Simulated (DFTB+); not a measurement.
# Energy and gradient calculation, with input and output: CH5MoNO3

- system: CH5MoNO3
- method: GFN2-xTB, R-SCC, dispersion built in (DFTB+ 25.1)

The geometry: force field.

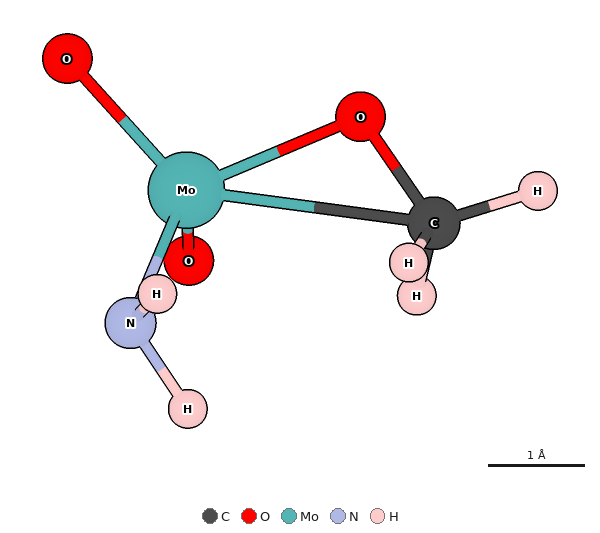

Fig. 1: The input geometry (ball-and-stick view, seen at a tilt). Sticks mark near contacts.

Input file (dftb_in.hsd):
```
Geometry = xyzFormat {
  <<< "input.xyz"
}

Hamiltonian = xTB {
  Method = "GFN2-xTB"
  Filling = Fermi {
    Temperature [K] = 10
  }
}

Analysis {
  PrintForces = Yes
}

Options {
  WriteResultsTag = Yes
}

ParserOptions {
  ParserVersion = 14
}
```

File input.xyz:
```
11

C     -0.258900    -0.020700    -1.599200
O      0.544500     0.972600    -1.057800
Mo     0.224600     0.833100     0.939100
N      0.369300    -1.196900     1.539500
O     -1.348700     1.549900     1.370200
O      1.577600     1.747500     1.815700
H      0.127700    -0.989000    -1.426900
H     -0.354400     0.214100    -2.710100
H     -1.306500     0.126100    -1.103000
H     -0.582900    -1.638700     1.207700
H      1.073200    -1.654900     1.045300
```

Hardware: 1 thread of Intel Xeon @ 2.50GHz (Skylake/Cascade Lake), 32 GiB of memory available, shared host.

Run as:
```bash
dftb+ > output.log
```

What the program printed:
```
|  DFTB+ development version (commit: a23bfb2)

Reading input file 'dftb_in.hsd'
Parser version: 14

--------------------------------------------------------------------------------

Processed input in HSD format written to 'dftb_pin.hsd'

Starting initialization...
--------------------------------------------------------------------------------
OpenMP threads:              1
Chosen random seed:          287068559
Current stacksize:           unlimited
Mode:                        Static calculation
Self consistent charges:     Yes
SCC-tolerance:                 0.100000E-04
Max. scc iterations:                    100
Shell resolved Hubbard:      Yes
Spin polarisation:           No
Nr. of up electrons:            19.000000
Nr. of down electrons:          19.000000
Periodic boundaries:         No
Electronic solver:           Relatively robust
Mixer:                       Broyden mixer
Mixing parameter:                  0.200000
Nr. of chrg. vec. in memory:            100
Max. SCC-cycles:                        100
tblite library version:      0.3.0
-> parametrization:          GFN2-xTB
-> repulsion:                Yes
-> dispersion:               Yes
-> halogen bonding:          No
-> electrostatics:           Yes
   -> isotropic:             Yes
   -> anisotropic:           Yes
   -> third-order:           Yes
Electronic temperature:              0.316682E-04 H      0.861734E-03 eV
Initial charges:             Set automatically (system chrg:   0.000E+00)
Included shells:             C:  s, p
                             O:  s, p
                            Mo:  d, s, p
                             N:  s, p
                             H:  s
Extra options:
                             Mulliken analysis
                             Force calculation
Force type                   original

--------------------------------------------------------------------------------

***  Geometry step: 0

 iSCC Total electronic   Diff electronic      SCC error
    1   -0.20222039E+02    0.00000000E+00    0.34742777E+01
    2   -0.21776002E+02   -0.20222039E+02    0.11833571E+01
    3   -0.21855632E+02   -0.15539634E+01    0.81255714E+00
    4   -0.21942602E+02   -0.79629466E-01    0.37801529E+00
    5   -0.21908701E+02   -0.86970445E-01    0.49589523E+00
    6   -0.21942248E+02    0.33901017E-01    0.11670592E+00
    7   -0.21939990E+02   -0.33547053E-01    0.12855320E+00
    8   -0.21943011E+02    0.22583650E-02    0.60111157E-01
    9   -0.21942062E+02   -0.30209351E-02    0.64327729E-01
   10   -0.21942571E+02    0.94844360E-03    0.69985254E-02
   11   -0.21942528E+02   -0.50850603E-03    0.96235024E-02
   12   -0.21942565E+02    0.42529905E-04    0.38244277E-02
   13   -0.21942603E+02   -0.37190014E-04    0.28637158E-02
   14   -0.21942588E+02   -0.37310949E-04    0.16447917E-02
   15   -0.21942590E+02    0.14670244E-04    0.36628807E-03
   16   -0.21942588E+02   -0.21014671E-05    0.23144548E-03
   17   -0.21942588E+02    0.26193935E-05    0.76394987E-04
   18   -0.21942588E+02   -0.52320754E-06    0.12641333E-04
   19   -0.21942588E+02    0.55944341E-07    0.31607150E-05

Total Energy:                      -21.8495078235 H         -594.5554 eV
Extrapolated to 0K:                -21.8495078235 H         -594.5554 eV
Total Mermin free energy:          -21.8495078235 H         -594.5554 eV
Force related energy:              -21.8495078235 H         -594.5554 eV

--------------------------------------------------------------------------------
--------------------------------------------------------------------------------
SCC                                    +       0.03 ( 81.3%)       0.05 ( 89.3%)
--------------------------------------------------------------------------------
Missing                                +       0.01 ( 18.7%)       0.01 ( 10.7%)
Total                                  =       0.03 (100.0%)       0.06 (100.0%)
--------------------------------------------------------------------------------
```

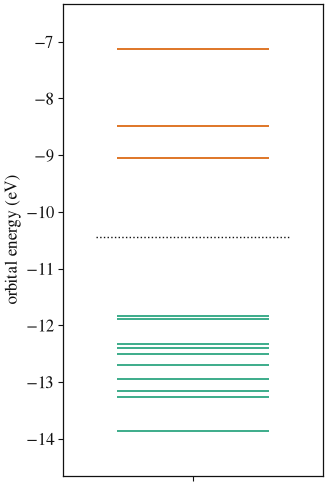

Fig. 2: Orbital energies near the frontier; the dotted line parts filled from empty levels, and levels within 0.02 eV of each other stand side by side. Highest filled −11.84 eV, lowest empty −9.05 eV, 2.79 eV apart.

Summary:

| quantity | value |
| --- | --- |
| outcome | converged |
| Mermin free energy | −21.849508 hartree |
| basis functions | 34 |
| largest force | 4.566 eV/Å |
| HOMO | −11.84 eV |
| LUMO | −9.05 eV |
| dipole moment | 8.90 D |
| peak memory | 0.071 GiB |

Settings chosen away from the usual ones: electronic_temperature.
